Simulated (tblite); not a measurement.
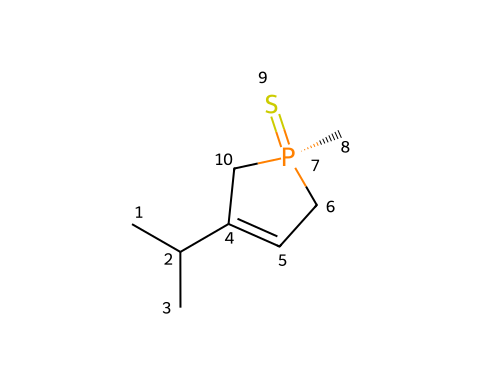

Skeletal drawing with numbered atoms; wedges and dashes mark any stereocentres. The configuration is that of a computed structure (GFN2-xTB).

Assign CIP descriptors.

Answer. P7: S.
